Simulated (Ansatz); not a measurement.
C₂H₇F₂NSi: molecular dynamics (part 5 of 5)

C₂H₇F₂NSi; RKS B3LYP-D4/STO-3G (Ansatz 0.2.0). It belongs to a series of runs on one base structure; here: dynamics from the start.

Geometry of the input (Å):
```
Si 0.0223  -0.0044  -0.0814
H  0.1540  -0.0571  1.3723
N  1.5545  0.0101  -0.9617
C  2.3811  -1.2321  -0.8723
H  1.7308  -2.1136  -1.0178
H  3.1473  -1.2340  -1.6704
H  2.9118  -1.3507  0.0991
C  2.3944  1.2370  -0.8075
H  3.1584  1.2746  -1.6067
H  1.7528  2.1317  -0.9024
H  2.9288  1.2969  0.1672
F  -0.7833  1.3498  -0.5041
F  -0.8119  -1.3083  -0.5962
```

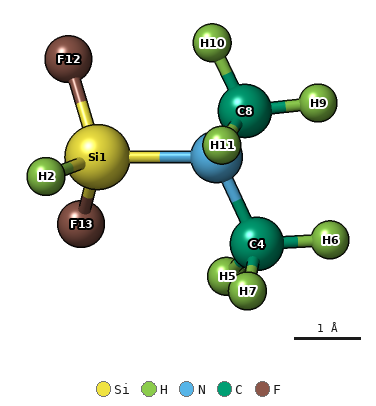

Fig. 1: The geometry at step 146 of the log (ball-and-stick view, seen at a tilt; atoms are numbered from 1 in the order of the input).

## Trajectory as extended XYZ, continued
```
13
Properties=species:S:1:pos:R:3:forces:R:3 step=123 time_fs=61.5 energy=-16774.84895 temperature=219.8
Si    0.0166    0.0767   -0.0462    0.4187  -0.8375  -0.5021
H     0.1377    0.1694    1.4375   -0.0019   0.0204  -0.6792
N     1.5520    0.0911   -1.0264    0.0929  -1.2987   0.3710
C     2.2774   -1.3062   -1.0541   -2.7167   1.2448   0.0271
H     1.4909   -2.0854   -1.3324    1.0234   0.8665   0.4428
H     3.0590   -1.2882   -1.8061    0.5873   0.0135  -0.5143
H     2.7010   -1.5129   -0.0692    0.4088  -0.5374   0.4728
C     2.4962    1.1820   -0.6215   -1.9087   2.3837  -1.7395
H     3.3608    1.2337   -1.2623    0.7566  -0.2278  -1.1918
H     1.9562    2.2118   -0.7647    0.9117  -1.9575   0.5063
H     2.9320    1.1548    0.3478    0.2568  -0.2592   2.2809
F    -0.8908    1.3053   -0.6273    0.0222  -0.0738   0.1886
F    -0.6851   -1.3583   -0.4858    0.1489   0.6631   0.3375
13
Properties=species:S:1:pos:R:3:forces:R:3 step=126 time_fs=63.0 energy=-16774.92920 temperature=274.7
Si    0.0168    0.0761   -0.0441    0.4460  -0.6137  -0.5854
H     0.1365    0.1855    1.4416    0.0093  -0.0209  -0.7405
N     1.5597    0.0901   -1.0293   -0.2299  -1.1653   0.4571
C     2.2716   -1.3012   -1.0563   -0.6707   1.3487  -0.7462
H     1.5192   -2.0718   -1.3441    0.1735   0.2812   0.4217
H     3.0728   -1.3363   -1.8437   -0.4059   0.3456   0.5976
H     2.7101   -1.5133   -0.0717    0.2803  -0.4903   0.2391
C     2.4932    1.1839   -0.6142    0.3199   1.9284  -1.7837
H     3.3937    1.2151   -1.2883   -0.7455  -0.0969  -0.0424
H     1.9470    2.2074   -0.7649    1.0143  -1.8673   0.6426
H     2.9693    1.1227    0.3722   -0.4164  -0.0350   0.9721
F    -0.8971    1.3027   -0.6314    0.1203  -0.1746   0.2310
F    -0.6852   -1.3545   -0.4832    0.1048   0.5601   0.3370
13
Properties=species:S:1:pos:R:3:forces:R:3 step=129 time_fs=64.5 energy=-16774.89601 temperature=251.7
Si    0.0175    0.0750   -0.0424    0.4431  -0.3805  -0.9349
H     0.1354    0.2012    1.4301    0.0468  -0.0406  -0.5072
N     1.5670    0.0873   -1.0315   -0.5370  -0.8927   0.5606
C     2.2646   -1.2938   -1.0598    1.4081   1.5232  -0.5272
H     1.5508   -2.0526   -1.3471   -0.9623  -0.6233   0.1968
H     3.0787   -1.3769   -1.8692   -0.9294   0.7081   1.2082
H     2.7249   -1.5239   -0.0695   -0.0275  -0.2853  -0.3157
C     2.4907    1.1892   -0.6101    2.6241  -0.0842  -0.8266
H     3.4117    1.1946   -1.3159   -1.5621   0.1037   0.7819
H     1.9585    2.1649   -0.7518    0.3686  -0.4425   0.5088
H     2.9976    1.0899    0.4169   -1.1400   0.2647  -0.7398
F    -0.9033    1.2999   -0.6353    0.2200  -0.2724   0.2693
F    -0.6851   -1.3501   -0.4802    0.0474   0.4218   0.3259
13
Properties=species:S:1:pos:R:3:forces:R:3 step=132 time_fs=66.0 energy=-16774.80820 temperature=191.4
Si    0.0185    0.0737   -0.0415    0.4450  -0.1500  -1.4693
H     0.1354    0.2160    1.4082    0.0989  -0.0347  -0.0479
N     1.5735    0.0830   -1.0329   -0.8277  -0.4974   0.6719
C     2.2600   -1.2836   -1.0641    2.0580   1.0480   0.0764
H     1.5627   -2.0459   -1.3456   -1.4093  -0.8892   0.1253
H     3.0657   -1.4025   -1.8700   -0.7430   0.9444   1.0214
H     2.7393   -1.5407   -0.0738   -0.2793  -0.0466  -0.6551
C     2.4928    1.1941   -0.6074    3.8492  -2.8165   0.1204
H     3.3977    1.1763   -1.3276   -1.3825   0.3111   0.9238
H     1.9769    2.1144   -0.7280   -0.7615   1.7517   0.2136
H     3.0023    1.0628    0.4472   -1.3396   0.4865  -1.5836
F    -0.9092    1.2968   -0.6388    0.3131  -0.3600   0.2997
F    -0.6850   -1.3453   -0.4768   -0.0213   0.2526   0.3034
13
Properties=species:S:1:pos:R:3:forces:R:3 step=135 time_fs=67.5 energy=-16774.90281 temperature=256.6
Si    0.0198    0.0722   -0.0417    0.4742   0.0803  -1.9905
H     0.1375    0.2302    1.3852    0.1465  -0.0140   0.4475
N     1.5787    0.0781   -1.0332   -1.1042  -0.0427   0.7749
C     2.2588   -1.2718   -1.0684    0.7995  -0.2943   0.6046
H     1.5462   -2.0564   -1.3409   -0.7625  -0.1009   0.3338
H     3.0377   -1.4081   -1.8500    0.0628   0.9431   0.0937
H     2.7480   -1.5586   -0.0913   -0.3217   0.1174  -0.5121
C     2.5016    1.1943   -0.6045    2.6211  -3.5854   0.6550
H     3.3556    1.1646   -1.3208   -0.2019   0.4417   0.2610
H     1.9804    2.0989   -0.6993   -1.0674   2.3279   0.0845
H     2.9790    1.0458    0.4451   -0.9392   0.4979  -1.3420
F    -0.9148    1.2932   -0.6420    0.3918  -0.4299   0.3193
F    -0.6849   -1.3401   -0.4731   -0.0991   0.0590   0.2703
13
Properties=species:S:1:pos:R:3:forces:R:3 step=137 time_fs=68.5 energy=-16774.97848 temperature=308.3
Si    0.0209    0.0712   -0.0427    0.5082   0.2435  -2.1860
H     0.1406    0.2394    1.3746    0.1641  -0.0066   0.6583
N     1.5812    0.0747   -1.0327   -1.2592   0.2631   0.8338
C     2.2589   -1.2640   -1.0706   -0.5284  -1.1889   0.9058
H     1.5250   -2.0658   -1.3341   -0.1017   0.5754   0.4511
H     3.0186   -1.4005   -1.8343    0.7366   0.8107  -0.7255
H     2.7500   -1.5693   -0.1094   -0.2237   0.1584  -0.1764
C     2.5102    1.1909   -0.6021    0.2604  -2.3509   0.6431
H     3.3234    1.1619   -1.3122    0.9528   0.4716  -0.5407
H     1.9703    2.1157   -0.6791   -0.4303   1.2105   0.1001
H     2.9517    1.0403    0.4273   -0.3593   0.3558  -0.5320
F    -0.9183    1.2906   -0.6440    0.4337  -0.4635   0.3257
F    -0.6849   -1.3366   -0.4705   -0.1531  -0.0792   0.2428
13
Properties=species:S:1:pos:R:3:forces:R:3 step=140 time_fs=70.0 energy=-16774.88213 temperature=242.8
Si    0.0228    0.0700   -0.0455    0.5640   0.5211  -2.0903
H     0.1482    0.2531    1.3704    0.1568  -0.0292   0.6396
N     1.5834    0.0700   -1.0309   -1.3945   0.7100   0.9119
C     2.2581   -1.2542   -1.0727   -1.8133  -1.9794   0.8807
H     1.4930   -2.0684   -1.3159    0.6143   1.1482   0.3972
H     3.0044   -1.3752   -1.8253    1.1976   0.5694  -1.4267
H     2.7496   -1.5826   -0.1382    0.0418   0.1420   0.4564
C     2.5229    1.1827   -0.5975   -3.1391   0.0708  -0.3747
H     3.2949    1.1663   -1.3110    2.0641   0.4786  -1.3114
H     1.9501    2.1579   -0.6469    0.7235  -0.8361   0.0421
H     2.9067    1.0378    0.3952    0.7391  -0.0131   1.3556
F    -0.9231    1.2862   -0.6466    0.4770  -0.4911   0.3249
F    -0.6851   -1.3314   -0.4663   -0.2314  -0.2910   0.1945
13
Properties=species:S:1:pos:R:3:forces:R:3 step=143 time_fs=71.5 energy=-16774.86933 temperature=234.1
Si    0.0252    0.0691   -0.0500    0.5989   0.8215  -1.5723
H     0.1591    0.2660    1.3794    0.1119  -0.0947   0.2577
N     1.5834    0.0664   -1.0278   -1.3654   1.1113   0.9765
C     2.2543   -1.2479   -1.0732   -1.2351  -2.0148   0.0394
H     1.4732   -2.0476   -1.2896    0.6956   0.9430   0.0814
H     3.0139   -1.3374   -1.8448    0.4518   0.3860  -0.8213
H     2.7500   -1.5929   -0.1577    0.2656   0.1489   0.8149
C     2.5303    1.1744   -0.5937   -3.5408   1.3105  -1.8849
H     3.3076    1.1809   -1.3351    1.3020   0.4176  -0.4395
H     1.9442    2.1841   -0.6141    1.1832  -1.7900  -0.1322
H     2.8768    1.0352    0.3907    1.3380  -0.2587   2.2260
F    -0.9273    1.2812   -0.6488    0.4937  -0.4879   0.3120
F    -0.6855   -1.3266   -0.4619   -0.2993  -0.4928   0.1422
13
Properties=species:S:1:pos:R:3:forces:R:3 step=146 time_fs=73.0 energy=-16774.99638 temperature=321.4
Si    0.0280    0.0689   -0.0557    0.5857   1.0819  -0.8871
H     0.1724    0.2770    1.3938    0.0507  -0.1722  -0.2402
N     1.5813    0.0645   -1.0231   -1.1538   1.3989   0.9941
C     2.2485   -1.2451   -1.0737    0.5825  -1.2672  -0.6393
H     1.4672   -2.0076   -1.2618    0.1144   0.0301  -0.3690
H     3.0325   -1.2915   -1.8811   -0.6917   0.1240   0.3295
H     2.7557   -1.5997   -0.1606    0.2518   0.2828   0.5918
C     2.5316    1.1683   -0.5931   -1.5324   1.0734  -1.5120
H     3.3471    1.2042   -1.3677   -0.2003   0.2022   1.0044
H     1.9626    2.1738   -0.5841    0.8651  -1.4719  -0.3180
H     2.8740    1.0276    0.4297    0.9906  -0.1686   0.6676
F    -0.9310    1.2757   -0.6507    0.4840  -0.4508   0.2864
F    -0.6862   -1.3223   -0.4573   -0.3464  -0.6626   0.0916
13
Properties=species:S:1:pos:R:3:forces:R:3 step=149 time_fs=74.5 energy=-16774.93686 temperature=280.6
Si    0.0313    0.0695   -0.0620    0.5127   1.2356  -0.2870
H     0.1868    0.2842    1.4032   -0.0045  -0.2237  -0.6021
N     1.5775    0.0648   -1.0169   -0.7988   1.5208   0.9301
C     2.2436   -1.2446   -1.0752    2.1718  -0.1665  -0.5526
H     1.4634   -1.9672   -1.2418   -0.6603  -1.0345  -0.7332
H     3.0371   -1.2431   -1.9111   -1.2776  -0.2320   1.0163
H     2.7664   -1.6003   -0.1514    0.0313   0.4532   0.0094
C     2.5303    1.1640   -0.5950    0.7955  -0.3087  -0.0438
H     3.3833    1.2318   -1.3800   -1.1257  -0.0890   1.6970
H     1.9986    2.1336   -0.5608   -0.0888  -0.0003  -0.3970
H     2.8921    1.0165    0.4826    0.3581   0.0051  -1.3312
F    -0.9341    1.2697   -0.6522    0.4498  -0.3794   0.2469
F    -0.6874   -1.3188   -0.4526   -0.3635  -0.7806   0.0472
13
Properties=species:S:1:pos:R:3:forces:R:3 step=152 time_fs=76.0 energy=-16774.85366 temperature=223.7
Si    0.0350    0.0711   -0.0686    0.3876   1.2456   0.0829
H     0.2011    0.2867    1.4001   -0.0414  -0.2272  -0.6933
N     1.5724    0.0674   -1.0092   -0.3870   1.4449   0.7683
C     2.2425   -1.2445   -1.0777    2.0673   0.3070  -0.0688
H     1.4467   -1.9477   -1.2370   -0.6180  -1.2590  -0.7667
H     3.0156   -1.1996   -1.9206   -1.0463  -0.5426   0.9125
H     2.7779   -1.5914   -0.1418   -0.1796   0.4905  -0.4666
C     2.5302    1.1591   -0.5971    2.1546  -1.8544   1.1334
H     3.3967    1.2576   -1.3574   -1.1695  -0.3366   1.4276
H     2.0324    2.0941   -0.5458   -1.1388   1.7631  -0.3110
H     2.9184    1.0053    0.5087   -0.0735   0.0804  -2.2256
F    -0.9367    1.2633   -0.6535    0.3913  -0.2758   0.1946
F    -0.6890   -1.3162   -0.4479   -0.3467  -0.8359   0.0128
13
Properties=species:S:1:pos:R:3:forces:R:3 step=155 time_fs=77.5 energy=-16774.99045 temperature=317.8
Si    0.0390    0.0736   -0.0751    0.2144   1.1030   0.1735
H     0.2145    0.2844    1.3825   -0.0543  -0.1780  -0.4827
N     1.5667    0.0722   -1.0004    0.0122   1.1486   0.5040
C     2.2448   -1.2439   -1.0802    0.0718  -0.0280   0.5473
H     1.4183   -1.9538   -1.2482    0.3715  -0.5445  -0.4768
H     2.9727   -1.1676   -1.9116   -0.0785  -0.6809   0.0191
H     2.7858   -1.5723   -0.1416   -0.2079   0.3313  -0.5584
C     2.5337    1.1511   -0.5971    1.3223  -1.5200   1.9653
H     3.3865    1.2763   -1.3054   -0.2844  -0.4357   0.2619
H     2.0435    2.0895   -0.5375   -1.1667   1.7429  -0.2069
H     2.9435    0.9957    0.4889   -0.2131   0.0292  -1.8697
F    -0.9389    1.2565   -0.6545    0.3095  -0.1433   0.1327
F    -0.6909   -1.3145   -0.4431   -0.2969  -0.8246  -0.0093
13
Properties=species:S:1:pos:R:3:forces:R:3 step=157 time_fs=78.5 energy=-16775.05446 temperature=361.8
Si    0.0418    0.0758   -0.0794    0.0647   0.9296   0.0977
H     0.2229    0.2807    1.3648   -0.0481  -0.1204  -0.1992
N     1.5629    0.0764   -0.9940    0.2628   0.8501   0.2823
C     2.2466   -1.2435   -1.0815   -1.5444  -0.2964   0.8947
H     1.4024   -1.9654   -1.2618    1.0358   0.0050  -0.2176
H     2.9418   -1.1541   -1.9042    0.7201  -0.6599  -0.7835
H     2.7887   -1.5553   -0.1480   -0.1020   0.1368  -0.3852
C     2.5375    1.1443   -0.5953   -0.3617  -0.1895   2.1635
H     3.3750    1.2837   -1.2660    0.6486  -0.3793  -0.8260
H     2.0369    2.1074   -0.5345   -0.5669   0.6298  -0.1755
H     2.9579    0.9897    0.4528   -0.1048  -0.0838  -0.9217
F    -0.9402    1.2519   -0.6551    0.2440  -0.0416   0.0875
F    -0.6924   -1.3140   -0.4399   -0.2480  -0.7805  -0.0169
13
Properties=species:S:1:pos:R:3:forces:R:3 step=160 time_fs=80.0 energy=-16774.93587 temperature=280.5
Si    0.0459    0.0796   -0.0858   -0.2197   0.5811  -0.1109
H     0.2346    0.2731    1.3356   -0.0226  -0.0162   0.3242
N     1.5576    0.0837   -0.9842    0.6164   0.3282  -0.0743
C     2.2468   -1.2434   -1.0820   -2.8827  -0.2704   0.6256
H     1.3980   -1.9818   -1.2853    1.4468   0.4492   0.1241
H     2.9098   -1.1456   -1.9084    1.3084  -0.5676  -1.3254
H     2.7917   -1.5282   -0.1635    0.1745  -0.1968   0.0918
C     2.5422    1.1340   -0.5895   -2.6232   1.8865   1.0890
H     3.3714    1.2883   -1.2243    1.4443  -0.2527  -1.9602
H     2.0189    2.1419   -0.5331    0.3995  -1.0494  -0.0945
H     2.9786    0.9786    0.3869    0.3843  -0.3531   1.3131
F    -0.9418    1.2450   -0.6560    0.1325   0.1267   0.0154
F    -0.6949   -1.3138   -0.4352   -0.1585  -0.6656  -0.0179
13
Properties=species:S:1:pos:R:3:forces:R:3 step=163 time_fs=81.5 energy=-16774.89101 temperature=249.4
Si    0.0499    0.0838   -0.0923   -0.5474   0.1796  -0.2080
H     0.2458    0.2652    1.3133   -0.0011   0.0741   0.7248
N     1.5532    0.0916   -0.9745    0.9244  -0.2068  -0.4119
C     2.2421   -1.2436   -1.0816   -2.1023   0.3700  -0.7346
H     1.4233   -1.9895   -1.3065    0.9998   0.2753   0.3048
H     2.9039   -1.1494   -1.9387    0.7363  -0.5117  -0.4398
H     2.7983   -1.5050   -0.1773    0.3690  -0.4233   0.4389
C     2.5425    1.1270   -0.5818   -2.3330   2.9652  -0.7813
H     3.3957    1.2871   -1.2222    0.4683  -0.3551  -1.5589
H     2.0086    2.1557   -0.5336    0.8426  -1.6704   0.0557
H     3.0074    0.9601    0.3480    0.6945  -0.4960   2.6800
F    -0.9433    1.2382   -0.6568    0.0085   0.3078  -0.0599
F    -0.6975   -1.3144   -0.4305   -0.0597  -0.5087  -0.0096
13
Properties=species:S:1:pos:R:3:forces:R:3 step=166 time_fs=83.0 energy=-16774.99282 temperature=319.0
Si    0.0535    0.0882   -0.0989   -0.8471  -0.2154   0.0458
H     0.2569    0.2588    1.3059   -0.0177   0.1176   0.7491
N     1.5503    0.0992   -0.9654    1.1561  -0.6859  -0.7092
C     2.2338   -1.2432   -1.0824   -0.0048   1.2811  -1.6959
H     1.4690   -1.9922   -1.3215   -0.0961  -0.4234   0.2704
H     2.9134   -1.1641   -1.9779   -0.1463  -0.3849   0.8236
H     2.8123   -1.4907   -0.1825    0.2297  -0.4252   0.2679
C     2.5389    1.1252   -0.5752    0.2858   2.3153  -0.8892
H     3.4293    1.2781   -1.2524   -1.0883  -0.5197  -0.3808
H     2.0154    2.1354   -0.5328    0.6299  -1.0512   0.2178
H     3.0493    0.9318    0.3621   -0.0202  -0.1672   1.4367
F    -0.9448    1.2317   -0.6577   -0.1216   0.4929  -0.1371
F    -0.7002   -1.3156   -0.4258    0.0407  -0.3341   0.0010
```

## Summary

| quantity | value |
| --- | --- |
| outcome | finished |
| mean temperature over the second half | 268 K |
| trajectory | 166 steps, 83 fs |
| ensemble | nve |
| temperature in the input | 500.0 K |
| time step | 0.5 fs |
| potential energy (last step) | −16774.9930 eV |
| mean-field energy (last step) | −16774.5508 eV |
| largest force (length of the vector) (last step) | 2.497 eV/Å |
| wall time | 9.3 min |
| peak memory | 0.11 GiB |

## Notes

So short a trajectory is not equilibrated.
